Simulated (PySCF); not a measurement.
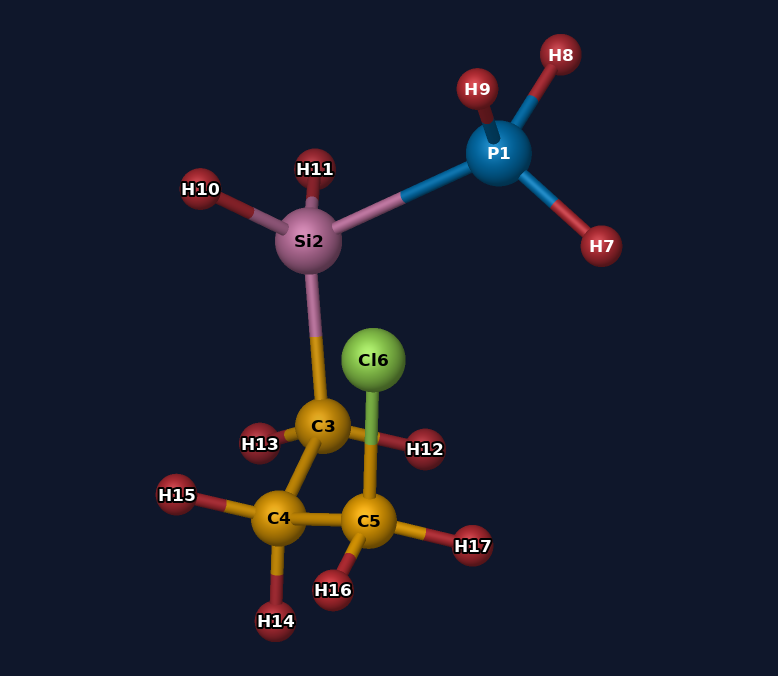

The species has charge +1 and is a spin singlet. The computed structure is the end point of a PBE0-D3(BJ)/def2-SVP optimisation. No frequency run is at hand to confirm it as a minimum. Electric field gradients from the ground-state density, PBE0/pcSseg-1 (PySCF 2.14.0), non-relativistic apart from any core potentials.

Give the largest field-gradient component, the quadrupole coupling constant and the asymmetry for 35Cl at Cl6 (Q = −81.7 mb), 2H at H7 (Q = 2.86 mb), 2H at H8 (Q = 2.86 mb).

| atom | V_zz (a.u.) | e²qQ/h (MHz) | η |
| --- | --- | --- | --- |
| Cl6 | 3.496 | −67.1 | 0.14 |
| H7 | 0.172 | 0.115 | 0.01 |
| H8 | 0.165 | 0.111 | 0.03 |
